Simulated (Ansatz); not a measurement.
# Lattice dynamics of NaB (Fm-3m), part 2 of 2

Aim: the vibrations of NaB (Fm-3m), their spectra, and whether the structure is stable.

Ansatz 0.2.0; DFT PBEsol, scalar-relativistic, plane waves, PAW.

So far. Step 3 (Tight relaxation): The forces vanish by symmetry and the pressure is 0.009 GPa, within the tolerances set. The cell now holds 18.63 Å³/atom. The relaxed cell has a = 5.302 Å (conventional setting).

**4. The dispersion**

Stability and thermal properties need the whole zone. Linear response on a 4×4×4 q mesh gives force constants as far as a supercell of that size would.

The input, input.yaml:

```yaml
crystal:
  lattice:
    - [0.0, 2.6511978633, 2.6511978633]
    - [2.6511978633, 0.0, 2.6511978633]
    - [2.6511978633, 2.6511978633, 0.0]
  atoms:
    - { symbol: Na, position: [0.0, 0.0, 0.0] }
    - { symbol: B, position: [0.5, 0.5, 0.5] }
kpoints:
  mp_grid: { grid: [16, 16, 16] }
hamiltonian:
  xc: pbesol
scf:
  occupations: { method: methfessel_paxton, width: 0.15 }
output:
  eigenvalues: true
phonons:
  method: dfpt
  qmesh: [4, 4, 4]
  temperatures: { t_max: 1000, t_step: 50 }
  qpath:
    path:
      - [[0.0, 0.0, 0.0], [0.5, 0.0, 0.5], [0.625, 0.25, 0.625]]
      - [[0.375, 0.375, 0.75], [0.0, 0.0, 0.0], [0.5, 0.5, 0.5], [0.5, 0.25, 0.75], [0.5, 0.0, 0.5]]
    npoints: 10
```

Started as:

```
ansatz run input.yaml --threads 4 --pin off --max-ram 7168MiB --backend cpu --events-out ev --progress --plain --runs-dir out
```

Numbers of over 12 decimals in the logs are rounded to 6 here.

Log:

```text
[...]
Crystal: 2 atoms, lattice volume = 37.270 Å³
Basis set: ecut = 420 eV, 725 PW (Γ), exchange–correlation on 54×54×54 points (8 copies of the dense FFT grid, shifted against one another)
Bands: 10, of which v1, the nominal top of the filled ones, is band 6 counted from 1 (5 counted from 0)
Symmetry: 48 space group operations
k-points: 145 of 4096
[...]
SCF iter   1: F=—  HF=-1624.678535 eV  |F-HF|=—  |Δ(HF+E_count)|=         —  Δρ=3.12e-3  dr2=2.40e-3  ethr=1.77e-3  ⟨swp⟩=4.8  Hψ=7929  notcnv=0
[...]
SCF iter   8: F=-1624.676671 eV  HF=-1624.676671 eV  |F-HF|=2.27e-12  |Δ(HF+E_count)|=  8.19e-11  S|Δr|=    0.00e0  Δρ=9.45e-8  dr2=3.59e-12  ethr=1.00e-12  ⟨swp⟩=4.0  Hψ=5966  notcnv=0
SCF 1 converged in 8 iterations: F = -1624.676671 eV  dr2 = 3.59e-12
[...]
SCF iter   4: F=-1624.676671 eV  HF=-1624.676671 eV  |F-HF|=2.27e-13  |Δ(HF+E_count)|=  2.05e-11  S|Δr|=    0.00e0  Δρ=2.78e-8  dr2=1.34e-13  ethr=1.00e-12  ⟨swp⟩=1.0  Hψ=4299  notcnv=0
SCF 2 converged in 4 iterations: F = -1624.676671 eV  dr2 = 1.34e-13
phonons: the bands overlap, so this run is a metal and interpolates without the dipole-dipole term. If the crystal is really an insulator or semiconductor, its LO-TO splitting is missing
NSCF: frozen V_eff on 145 k-points
[...]
DFPT response loops at q = (0, 0, 0) (fractional): preconditioner auto → Kerker (q_TF=auto, 2.259 Å⁻¹) (partly filled bands, converged f_vac=0.000); β = 1.00, the filter's whole step (`scf.mixing.beta` (0.50) is not read by the response loops under this deck's `scf.mixing.preconditioner`; to damp them name `kerker` or `kerker_dos`, under which they read `scf.mixing.beta`, and type it under 1.00, their step now; both keys bind the ground state too); Broyden in place of MSR1
[...]
SCF converged after 8 iterations
[...]
Free energy (F): -1624.676671 eV
[...]
Internal energy: -1624.675842 eV  (E = F + TS)
E sigma→0 (E₀):  -1624.676464 eV
Entropy (-TS):   -0.000829 eV (-0.414 meV/atom)
Fermi energy:    2.885937 eV
[...]
--- Band table (eV; the first three rows and the last of 145) ---
[...]
--- Phonons (Γ-DFPT): 2 representative perturbations + reference (Σ response iterations 6) ---
  ASR residual: 9.365e-5 → 0.000e0 eV/Å²; symmetrization residual: 1.215e-6 eV/Å²
  ASR residual per site (eV/Å²): 9.37e-5 5.08e-5
  Γ frequencies (cm⁻¹): 0.00 0.00 0.00 306.45 306.45 306.45
--- Phonons (arbitrary-q DFPT): 8 irreducible q on the 4×4×4 mesh ---
  q = [0.0000, 0.0000, 0.0000] (star 1, of the zone-centre solve; hermiticity 9.57e-7, symmetrization 2.74e-13): -0.00 -0.00 0.00 306.45 306.45 306.45
  q = [0.0000, 0.0000, 0.2500] (star 8, 2 solved perturbations on 2176 of 4096 k-point pairs; hermiticity 2.84e-7, symmetrization 8.12e-13): 64.43 109.80 109.80 265.14 283.61 283.61
[...]
q = [0.0000, 0.2500, 0.2500] (star 6, 4 solved perturbations in 3616 linear systems a pass and spin channel, the states on 1160 of 4096 k-point pairs; hermiticity 5.04e-7, symmetrization 4.18e-13): -77.68 -77.68 183.12 215.83 302.67 302.67
[...]
sum rule: each row above includes the acoustic sum rule's correction from the zone centre's row sums; it moved no ω² by more than (1.13 cm⁻¹)²
  mesh force constants: q→R imaginary residual 8.40e-18; ASR residual 9.365e-5 → 0.000e0 eV/Å²; symmetrization residual 1.332e-15 eV/Å²
  interpolated dispersion: 62 rows × 6 modes
  density of states and harmonic sums: on the 20×20×20 q-mesh, interpolated from the force constants of a 4×4×4 supercell (no non-analytic term)
  largest difference from the sums on the solved wave vectors: F 8.24e-2 eV, S 1.12e-4 and C_V 3.03e-5 eV/K
  zero-point energy: 0.060876 eV/cell   skipped modes (ω ≤ 0): 391, of them read as no rigid motion or as one in doubt: 388 (1.529e0 modes/cell left out, lowest -210.03 cm⁻¹)   left out of the sums: 2.55e-1 of the cell's modes: C_V's classical limit lies that fraction below 3 k_B per atom; for a crystal, a wire or a layer, F and S can be off by more, and a phonons.interpolated_qmesh denser along its periods is the remedy for the sampling
```

The job ended after 12 min (4 threads of Arm Neoverse N1, shared host; peak memory 3.2 GiB).

Reading the cycles: dr2 is the Hartree energy of the density residual (eV), the measure of convergence; HF is the Harris–Foulkes estimate of the energy, which meets the free energy F at convergence.

This step gave:

```yaml
sum_rule_residual_before_enforcement: 9.37e-5 eV/Å²
lowest_frequency_on_the_path: -210.0 cm⁻¹
point_group: m-3m
highest_frequency_on_the_path_or_at_a_solved_wavevector: 306.4 cm⁻¹
highest_optical_mode_at_the_zone_centre_no_lo_to_term: 306.4 cm⁻¹
lowest_optical_zone_centre_mode: 306.4 cm⁻¹
lowest_mode_on_the_q_mesh_acoustic_modes_at_gamma_apart: -210.0 cm⁻¹
```

Frequencies (cm⁻¹) solved at each irreducible wavevector; negative means imaginary. Frequencies by wavevector, by row:

| q in reciprocal lattice units | star | mode 1 | mode 2 | mode 3 | mode 4 | mode 5 | mode 6 |
| --- | --- | --- | --- | --- | --- | --- | --- |
| 0 0 0 | 1 | 0 | 0 | 0 | 306.4 | 306.4 | 306.4 |
| 0 0 0.25 | 8 | 64.4 | 109.8 | 109.8 | 265.1 | 283.6 | 283.6 |
| 0 0 -0.5 | 4 | -34.2 | 182.2 | 182.2 | 199 | 236.8 | 236.8 |
| 0 0.25 0.25 | 6 | -77.7 | -77.7 | 183.1 | 215.8 | 302.7 | 302.7 |
| 0 0.25 -0.5 | 24 | -148.6 | 54.6 | 55.5 | 251.8 | 278.7 | 281.2 |
| 0 0.25 -0.25 | 12 | -113.7 | 148 | 181 | 193.7 | 241 | 300.4 |
| 0 -0.5 -0.5 | 3 | -210 | -132.7 | -132.7 | 282.3 | 304.4 | 304.4 |
| 0.25 -0.5 -0.25 | 6 | -175.6 | -175.6 | 187 | 207.6 | 287.9 | 287.9 |

Interpolated from a 4×4×4 q mesh. Phonon branches along the path, in cm⁻¹:

| point | branch 1 | branch 2 | branch 3 | branch 4 | branch 5 | branch 6 |
| --- | --- | --- | --- | --- | --- | --- |
| Γ | 0 | 0 | 0 | 306 | 306 | 306 |
| X | -210 | -133 | -133 | 282 | 304 | 304 |
| U | -186 | -90 | -6 | 264 | 281 | 286 |
| jump to K | -186 | -90 | -6 | 264 | 281 | 286 |
| Γ | 0 | 0 | 0 | 306 | 306 | 306 |
| L | -34 | 182 | 182 | 199 | 237 | 237 |
| W | -176 | -176 | 187 | 208 | 288 | 288 |
| X | -210 | -133 | -133 | 282 | 304 | 304 |

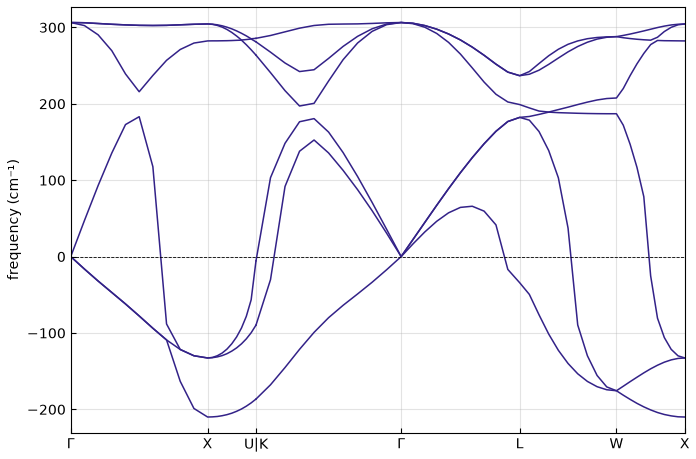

Phonon branches along the path.

The phonon density of states has structure finer than the step of the table below, so its rows give means over 50 cm⁻¹, whole bins alone (the curve runs from -212 to 308 cm⁻¹). Peaks (cm⁻¹: height): -127.5: 0.0128, 182.5: 0.0276, 287.5: 0.0551.

Tetrahedra on a 20×20×20 mesh, mean over bins of 5 cm-1. Interpolated from a 4×4×4 q mesh. Phonon density of states against wavenumber; means over each step:

| wavenumber (cm⁻¹) | phonon density of states (1/cm⁻¹/cell) |
| --- | --- |
| -150 | 0.00953 |
| -100 | 0.0106 |
| -50 | 0.00600 |
| 0 | 0.00327 |
| 50 | 0.00408 |
| 100 | 0.00736 |
| 150 | 0.0113 |
| 200 | 0.0145 |
| 250 | 0.0209 |

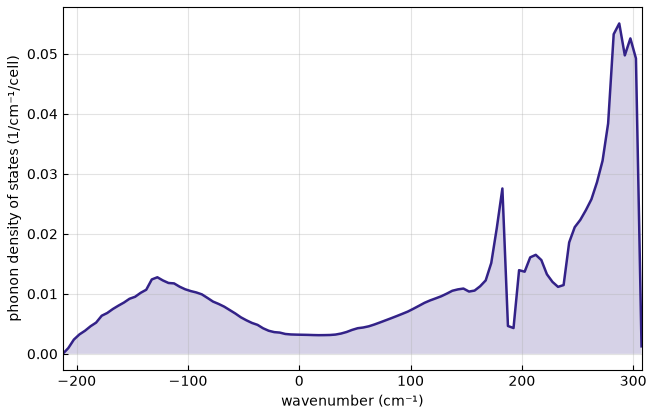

Phonon density of states against wavenumber.

The partial phonon density of states has structure finer than the step of the table below, so its rows give means over 25 cm⁻¹, whole bins alone (the curve runs from -219 to 326 cm⁻¹). Peaks (cm⁻¹: height): B -126.7: 0.00764, 137.2: 0.00587, 298.2: 0.0292; Na -99.3: 0.00624, 137.2: 0.00832, 185.1: 0.0161, 284.5: 0.0257.

Phonopy on the run's constants, 19x19x19 mesh, Gaussian sigma 3.9 cm-1. Interpolated from a 4×4×4 q mesh. Table of partial phonon density of states by wavenumber; means over each step; values in 1/cm⁻¹/cell:

| wavenumber (cm⁻¹) | B | Na |
| --- | --- | --- |
| -200 | 0.00180 | 9.1e-4 |
| -175 | 0.00406 | 0.00236 |
| -150 | 0.00570 | 0.00379 |
| -125 | 0.00667 | 0.00535 |
| -100 | 0.00594 | 0.00527 |
| -75 | 0.00448 | 0.00435 |
| -50 | 0.00282 | 0.00302 |
| -25 | 0.00195 | 0.00223 |
| 0 | 2.8e-4 | 3.9e-4 |
| 25 | 0.00153 | 0.00186 |
| 50 | 0.00215 | 0.00257 |
| 75 | 0.00199 | 0.00256 |
| 100 | 0.00376 | 0.00487 |
| 125 | 0.00391 | 0.00534 |
| 150 | 0.00408 | 0.00681 |
| 175 | 0.00295 | 0.0120 |
| 200 | 0.00490 | 0.00916 |
| 225 | 0.00625 | 0.00638 |
| 250 | 0.0133 | 0.00762 |
| 275 | 0.0209 | 0.0173 |
| 300 | 0.0205 | 0.0158 |

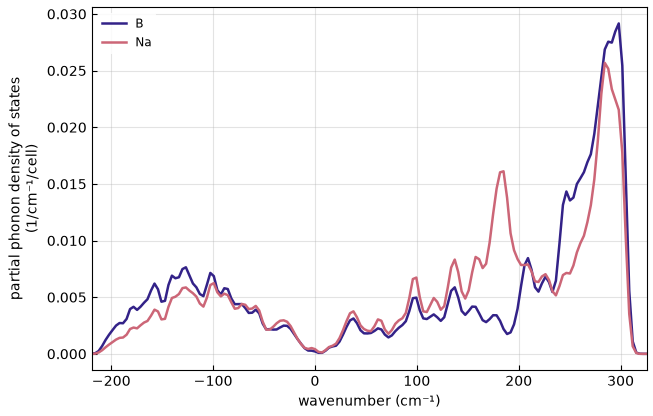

Partial phonon density of states, plotted against wavenumber.

Second derivatives of the energy by pair, one row for each kind of neighbour of each atom listed. Each entry sums the pair over the periodic images of the supercell that the q mesh stands for, and in a polar crystal it holds the long-range dipole part too. Force constants by pair, by row:

| atom | neighbour | distance (Å) | third of the trace (eV/Å²) | along the pair's line (eV/Å²) |
| --- | --- | --- | --- | --- |
| Na1 | itself | 0 | 2.968 | – |
| Na1 | B | 2.651 | -0.4403 | -1.501 |
| Na1 | Na | 3.749 | -0.0342 | -0.1011 |
| Na1 | B | 4.592 | 0.0143 | 0.0373 |
| Na1 | Na | 5.302 | -0.0022 | -0.0148 |
| Na1 | B | 5.928 | 4.00e-4 | 0.0075 |
| Na1 | Na | 6.494 | -1.00e-4 | -6.00e-4 |
| Na1 | Na | 7.499 | 0.0013 | 1.00e-4 |
| B2 | itself | 0 | 1.506 | – |
| B2 | Na | 2.651 | -0.4403 | -1.501 |
| B2 | B | 3.749 | 0.1104 | 0.3727 |
| B2 | Na | 4.592 | 0.0143 | 0.0373 |
| B2 | B | 5.302 | -0.014 | -0.0349 |
| B2 | Na | 5.928 | 4.00e-4 | 0.0075 |
| B2 | B | 6.494 | -0.0087 | -0.0211 |
| B2 | B | 7.499 | -0.0151 | -0.0768 |

Symmetry leaves 8 wavevectors to solve. The lowest mode among them, the acoustic zeros apart, lies at q = (0, -0.5, -0.5) and is imaginary, 210.0i cm⁻¹, so the energy falls along it.

**5. The same by displaced supercells**

Finite displacements in a 2×2×2 supercell give force constants from forces alone. They are exact at the wavevectors that the supercell holds, where they check the linear-response result.

input.yaml, as its differences from that of step 4:

```diff
@@ -17,4 +17,4 @@
 phonons:
-  method: dfpt
-  qmesh: [4, 4, 4]
+  method: fd
+  supercell: [2, 2, 2]
   temperatures: { t_max: 1000, t_step: 50 }
```

Log:

```text
[...]
Crystal: 16 atoms, lattice volume = 298.158 Å³
Basis set: ecut = 420 eV, 5817 PW (Γ), exchange–correlation on 108×108×108 points (8 copies of the dense FFT grid, shifted against one another)
Bands: 66, of which v1, the nominal top of the filled ones, is band 48 counted from 1 (47 counted from 0)
Symmetry: 384 space group operations
k-points: 29 of 512
[...]
SCF iter   1: F=—  HF=-12997.413368 eV  |F-HF|=—  |Δ(HF+E_count)|=         —  Δρ=2.04e-8  dr2=5.08e-13  ethr=1.00e-12  ⟨swp⟩=3.0  Hψ=4841  notcnv=0
[...]
SCF iter   2: F=-12997.413368 eV  HF=-12997.413368 eV  |F-HF|=3.64e-12  |Δ(HF+E_count)|=  1.82e-12  S|Δr|=    0.00e0  Δρ=6.00e-9  dr2=5.88e-14  ethr=1.00e-12  ⟨swp⟩=2.1  Hψ=3418  notcnv=0
SCF 1 converged in 2 iterations: F = -12997.413368 eV  dr2 = 5.88e-14
[...]
Crystal: 2 atoms, lattice volume = 37.270 Å³
Basis set: ecut = 420 eV, 725 PW (Γ), exchange–correlation on 54×54×54 points (8 copies of the dense FFT grid, shifted against one another)
Bands: 10, of which v1, the nominal top of the filled ones, is band 6 counted from 1 (5 counted from 0)
Symmetry: 48 space group operations
k-points: 145 of 4096
[...]
SCF iter   2: F=-1624.676671 eV  HF=-1624.676671 eV  |F-HF|=9.71e-11  |Δ(HF+E_count)|=   6.12e-6  S|Δr|=    0.00e0  Δρ=6.24e-7  dr2=8.67e-11  ethr=1.00e-12  ⟨swp⟩=5.7  Hψ=6333  notcnv=0
SCF 2 converged in 2 iterations: F = -1624.676671 eV  dr2 = 8.67e-11
[...]
Symmetry: 8 space group operations
k-points: 59 of 512 (time reversal used)
[...]
SCF iter   8: F=-12997.413359 eV  HF=-12997.413359 eV  |F-HF|=3.64e-12  |Δ(HF+E_count)|=  9.09e-12  S|Δr|=    0.00e0  Δρ=1.09e-8  dr2=3.88e-13  ethr=1.00e-12  ⟨swp⟩=4.9  Hψ=12657  notcnv=0
SCF 3 converged in 8 iterations: F = -12997.413359 eV  dr2 = 3.88e-13
[...]
SCF iter   8: F=-12997.413364 eV  HF=-12997.413364 eV  |F-HF|=7.28e-12  |Δ(HF+E_count)|=  7.28e-12  S|Δr|=    0.00e0  Δρ=1.28e-8  dr2=4.53e-13  ethr=1.00e-12  ⟨swp⟩=5.0  Hψ=13168  notcnv=0
SCF 4 converged in 8 iterations: F = -12997.413364 eV  dr2 = 4.53e-13
[...]
SCF converged after 2 iterations
[...]
Free energy (F): -12997.413368 eV
[...]
Internal energy: -12997.406739 eV  (E = F + TS)
E sigma→0 (E₀):  -12997.411711 eV
Entropy (-TS):   -0.006629 eV (-0.414 meV/atom)
Fermi energy:    2.885938 eV
[...]
--- Band table (eV; the first three rows and the last of 29) ---
  k-point 0: bands = [... 44 lower, 1.3567, 1.3567, 1.3567, 3.9015, 3.9015, 3.9015, 3.9015, 3.9015, ... 14 higher]
  k-point 1: bands = [... 44 lower, 1.4365, 1.4365, 1.4365, 3.7652, 3.7652, 3.7652, 3.9274, 3.9274, ... 14 higher]
  k-point 2: bands = [... 44 lower, 1.6327, 1.6327, 1.6327, 3.4555, 3.4555, 3.4555, 4.0029, 4.0029, ... 14 higher]
  k-point 28: bands = [... 44 lower, 2.5227, 2.5227, 2.5227, 2.5227, 2.9217, 2.9217, 2.9217, 2.9217, ... 14 higher]
--- Phonons: 2 displaced members + reference (amplitude 0.0025 Å, Σ member SCF iterations 16) ---
  symmetry images taken by strict's conditions (phonons.symmetry_images: auto; settled by no image being taken that strict refuses)
  ASR residual: 8.698e-5 → 0.000e0 eV/Å²; symmetrization residual: 2.659e-5 eV/Å²
  largest component of a force at the reference: 5.3e-29 eV/Å
  ASR residual per site (eV/Å²): 8.70e-5 4.02e-5
  Γ frequencies (cm⁻¹): 0.00 0.00 0.00 306.45 306.45 306.45
[...]
```

Run time: 1.8 min. Hardware: 4 threads; peak memory 1.4 GiB.

Numbers from this step:

| Quantity | Value |
| --- | --- |
| atoms in the supercell | 16 |
| sum-rule residual before enforcement | 8.70e-5 eV/Å² |

Interpolated from a 2×2×2 supercell, rough between the solved points. The phonon branches at the labelled points (cm⁻¹):

| point | branch 1 | branch 2 | branch 3 | branch 4 | branch 5 | branch 6 |
| --- | --- | --- | --- | --- | --- | --- |
| Γ | 0 | 0 | 0 | 306 | 306 | 306 |
| X | -210 | -133 | -133 | 282 | 304 | 304 |
| U | -187 | -91 | 8 | 267 | 282 | 287 |
| jump to K | -187 | -91 | 8 | 267 | 282 | 287 |
| Γ | 0 | 0 | 0 | 306 | 306 | 306 |
| L | -34 | 182 | 182 | 199 | 237 | 237 |
| W | -170 | -170 | 186 | 204 | 292 | 292 |
| X | -210 | -133 | -133 | 282 | 304 | 304 |

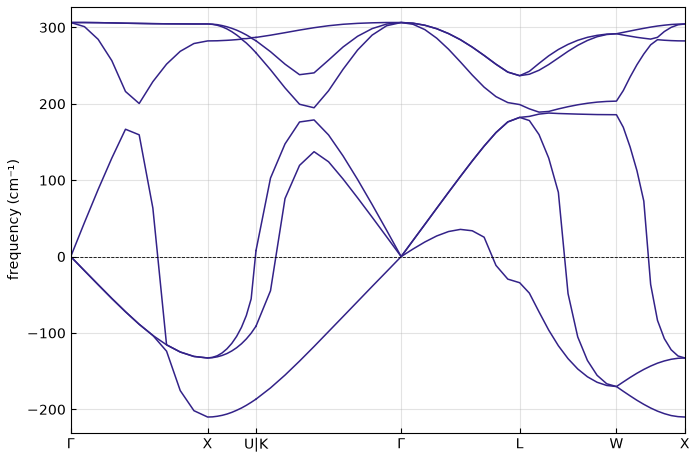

Phonon branches along the path.

The phonon density of states has structure finer than the step of the table below, so its rows give means over 25 cm⁻¹, whole bins alone (the curve runs from -212 to 308 cm⁻¹). Peaks (cm⁻¹: height): -127.5: 0.0156, 177.5: 0.0206, 197.5: 0.0194, 302.5: 0.0531.

Tetrahedra on a 20×20×20 mesh, mean over bins of 5 cm-1. Interpolated from a 2×2×2 supercell, rough between the solved points. The phonon density of states by wavenumber; means over each step:

| wavenumber (cm⁻¹) | phonon density of states (1/cm⁻¹/cell) |
| --- | --- |
| -200 | 0.00241 |
| -175 | 0.00630 |
| -150 | 0.0102 |
| -125 | 0.0145 |
| -100 | 0.0122 |
| -75 | 0.00887 |
| -50 | 0.00605 |
| -25 | 0.00378 |
| 0 | 0.00292 |
| 25 | 0.00286 |
| 50 | 0.00359 |
| 75 | 0.00508 |
| 100 | 0.00754 |
| 125 | 0.00917 |
| 150 | 0.00967 |
| 175 | 0.0147 |
| 200 | 0.0145 |
| 225 | 0.0116 |
| 250 | 0.0204 |
| 275 | 0.0359 |

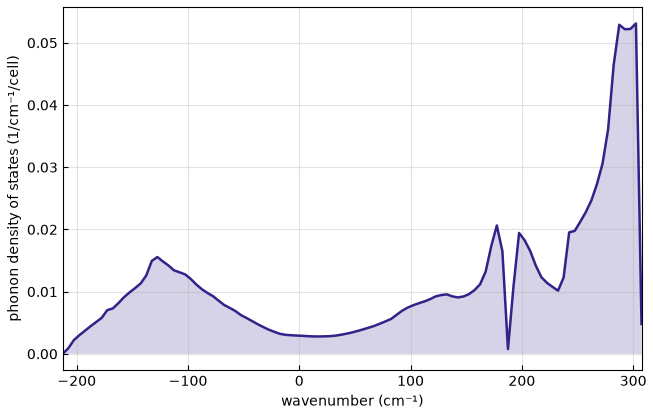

Phonon density of states against wavenumber.

At Γ the two methods differ by at most 0.0 cm⁻¹.

**6. Results**

```
space group after relaxation (within 0.01 Å)            : Fm-3m
volume per atom                                         : 18.6 Å³
electronic character                                    : no gap on this mesh
highest optical mode at the zone centre (no LO-TO term) : 306 cm⁻¹
lowest optical zone-centre mode                         : 306 cm⁻¹
lowest mode on the q mesh (acoustic modes at Γ apart)   : -210 cm⁻¹
highest frequency on the path or at a solved wavevector : 306 cm⁻¹
imaginary modes on the 4×4×4 q mesh                     : yes
```

Modes are clearly imaginary (beyond 10i cm⁻¹) at 6 of the 8 irreducible wavevectors, most at q = (0, -0.5, -0.5) (210.0i cm⁻¹), so this structure is not a minimum of the energy. The optical modes at Γ form one degenerate level at 306 cm⁻¹. Finite displacements and linear response differ by 0.0 cm⁻¹ in the highest zone-centre mode. With no gap, or one that is small against the smearing, the frequencies hang on the k mesh and the smearing, most of all near Kohn anomalies. A phonon run warned that its eigensolver left some bands unconverged in a pass. These are harmonic frequencies at zero temperature: anharmonic shifts, linewidths and thermal expansion are left out.

[Logs are printed without paths, hosts, clocks, repeated set-up lines and the standing remarks that a program may print on its own settings, such as how far it seeks lower states.]

[Hosts, paths, dates, database ids (printed as entryN), source tags and the programs' standing remarks are cut or masked in the printed files.]
